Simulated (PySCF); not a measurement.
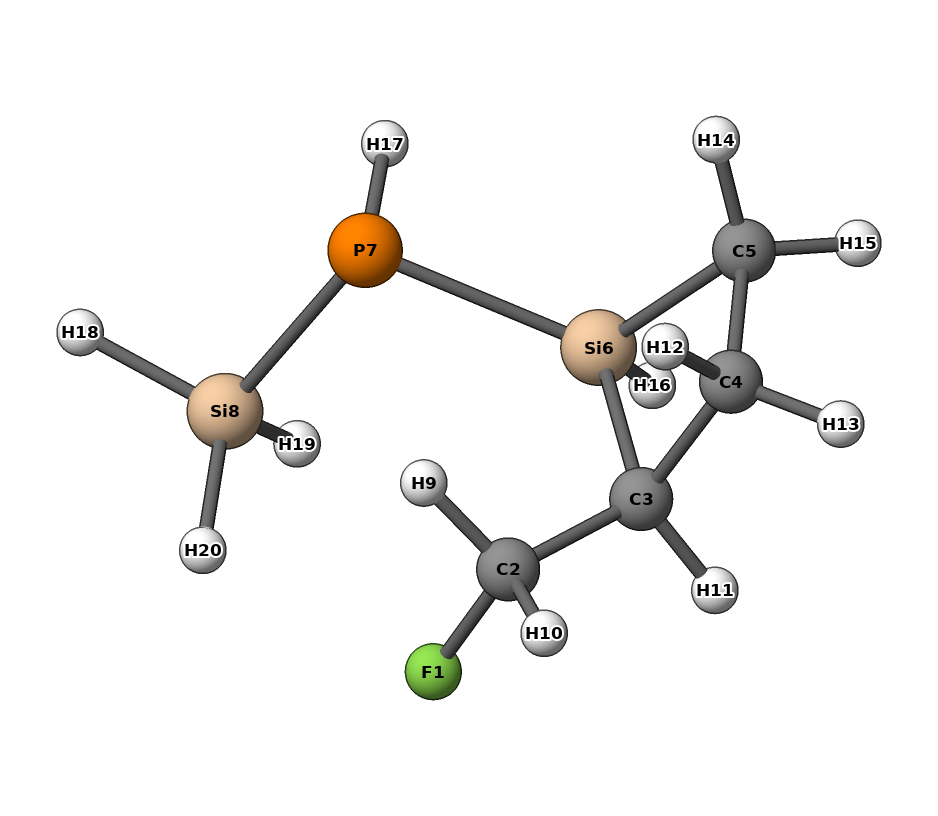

The questions are on isotropic NMR shieldings of the H atoms. Computed geometry: GFN2-xTB optimisation. No frequency run is at hand to confirm it as a minimum. Properties computed with GIAO PBE0/pcSseg-1 NMR shielding, non-relativistic, gas phase (PySCF 2.14.0).

### Which H atom is the most shielded (lowest chemical shift)?

H17 (31.26 ppm).

### Which H atom is the least shielded (highest chemical shift)?

H16 (26.09 ppm).

### How wide is the range of H shifts?

5.17 ppm.

List the isotropic NMR shieldings of the H atoms.

| atom | σ (ppm) |
| --- | --- |
| H9 | 26.89 |
| H10 | 26.94 |
| H11 | 29.43 |
| H12 | 29.93 |
| H13 | 29.37 |
| H14 | 30.46 |
| H15 | 30.08 |
| H16 | 26.09 |
| H17 | 31.26 |
| H18 | 27.60 |
| H19 | 27.52 |
| H20 | 27.60 |

The geometry is semi-empirical. Around P, Si such bond lengths and angles can be off by a tenth of an ångström or more and by several degrees, and values that hang on the shape move with them.
